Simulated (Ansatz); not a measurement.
## Ligand exchange: BH2(CH3) + Ga(SH)3 → BH(CH3)(SH) + GaH(SH)2

Species: BH2(CH3), singlet; Ga(SH)3, singlet; BH(CH3)(SH), singlet; GaH(SH)2, singlet. The partners trade H for SH: B–H and Ga–SH bonds give way to B–SH and Ga–H.

Shapes, held fixed at every level: PBE0-D4/def2-TZVP. Flexible molecules stand in one conformer, not always the lowest. Programs: Ansatz 0.2.0. The zero-point and thermal change to 298 K, harmonic and unscaled (PBE0-D4/def2-TZVP), is -0.8 kJ/mol.

```json
{"level": "HF/def2-TZVPP", "kind": "Hartree–Fock", "ΔH(298 K) (kJ/mol)": "-2.8", "less CCSD(T)/def2-TZVPP": "+11.6"}
{"level": "SPW92/def2-TZVPP", "kind": "LDA", "ΔH(298 K) (kJ/mol)": "-36.1", "less CCSD(T)/def2-TZVPP": "-21.7"}
{"level": "r2SCAN-D4/def2-TZVPP", "kind": "meta-GGA", "ΔH(298 K) (kJ/mol)": "-20.0", "less CCSD(T)/def2-TZVPP": "-5.6"}
{"level": "B3LYP-D4/def2-TZVPP", "kind": "global hybrid", "ΔH(298 K) (kJ/mol)": "-14.4", "less CCSD(T)/def2-TZVPP": "0.0"}
{"level": "PBE0-D4/def2-TZVPP", "kind": "global hybrid", "ΔH(298 K) (kJ/mol)": "-18.7", "less CCSD(T)/def2-TZVPP": "-4.3"}
{"level": "MP2/def2-SVP", "kind": "perturbation theory", "ΔH(298 K) (kJ/mol)": "-22.5", "less CCSD(T)/def2-TZVPP": "-8.1"}
{"level": "CCSD/def2-TZVPP", "kind": "coupled cluster or CI", "ΔH(298 K) (kJ/mol)": "-12.7", "less CCSD(T)/def2-TZVPP": "+1.7"}
{"level": "CCSD(T)/def2-TZVPP", "kind": "coupled cluster or CI", "ΔH(298 K) (kJ/mol)": "-14.4", "less CCSD(T)/def2-TZVPP": "0.0"}
```

The highest level, CCSD(T)/def2-TZVPP, gives ΔH(298 K) = -14.4 kJ/mol; the levels span -36.1 to -2.8. The column of differences is taken from that level and isn't an error. No measured value is set beside it here. Relativity is left out for Ga. Outer-core shells of Ga are correlated in most correlated rows, in sets that cover them unevenly.

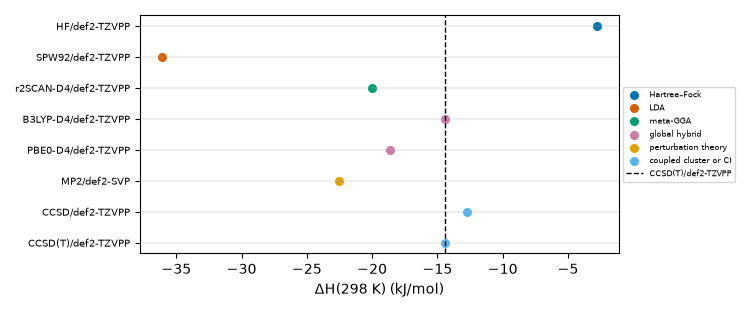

The values of the table, level by level.
